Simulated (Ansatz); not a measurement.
Strength of the Ge–N bond: Ge2NH7 → GeH3(NH) + GeH3

Species: Ge2NH7 `[GeH3][NH][GeH3]`, singlet; GeH3(NH), doublet; GeH3 `[GeH3]`, doublet. 

Shapes, held fixed at every level: PBE0-D4/def2-TZVP. Programs: Ansatz 0.2.0. The zero-point and thermal change to 298 K, harmonic and unscaled (PBE0-D4/def2-TZVP), is -15.6 kJ/mol.

| level | kind | ΔH(298 K) (kJ/mol) | less CCSD(T)/def2-TZVPP | CPU time (sum over the molecules) |
| --- | --- | --- | --- | --- |
| r2SCAN-D4/def2-TZVPP | meta-GGA | +340.5 | -28.4 | 32 s |
| B3LYP-D4/def2-TZVPP | global hybrid | +347.5 | -21.4 | 25 s |
| BHLYP-D4/def2-TZVPP | global hybrid | +346.7 | -22.2 | 19 s |
| wB97M-V/def2-TZVPP | range-separated hybrid | +366.0 | -2.9 | 66 s |
| wB97X-V/def2-TZVPP | range-separated hybrid | +371.5 | +2.6 | 48 s |
| B2PLYP/def2-TZVPP | double hybrid | +356.8 | -12.1 | 34 s |
| MP2/def2-TZVPP | perturbation theory | +399.3 | +30.4 | – |
| CCSD(T)/def2-TZVPP | coupled cluster or CI | +368.9 | 0.0 | 6.9 min |

The highest level, CCSD(T)/def2-TZVPP, gives ΔH(298 K) = +368.9 kJ/mol; the levels span +340.5 to +399.3. The column of differences is taken from that level and isn't an error. No measured value is set beside it here. Open shells run unrestricted unless RO is named. Relativity is left out for Ge unless named. Correlated rows may include outer-core shells of Ge, which these sets cover unevenly. Times are processor times on shared x86 and Arm servers, and rough.

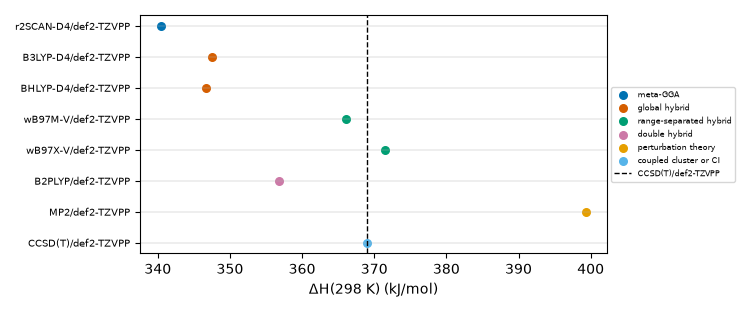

The values of the table, level by level.
